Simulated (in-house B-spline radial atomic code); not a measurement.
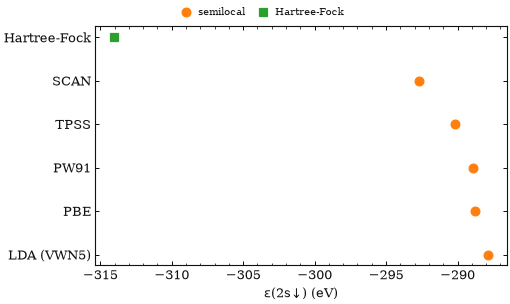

System: the P⁶⁺ ion, configuration [He] 2s2 2p5 (high spin). All runs are non-relativistic, spin-polarised and spherical, computed with an in-house B-spline radial code. Hartree-Fock is the average over the configuration. The plot shows the eigenvalue (eV) of the 2s down orbital by 6 methods.

Q: How much do the methods differ, and in which order?

A: The deepest is Hartree-Fock (−314.0) and the shallowest LDA (VWN5) (−287.9), a spread of 26.2 eV. In order (eV): Hartree-Fock (−314.0), SCAN (−292.7), TPSS (−290.2), PW91 (−288.9), PBE (−288.8), LDA (VWN5) (−287.9). On the whole, exact exchange removes self-interaction and deepens occupied levels.
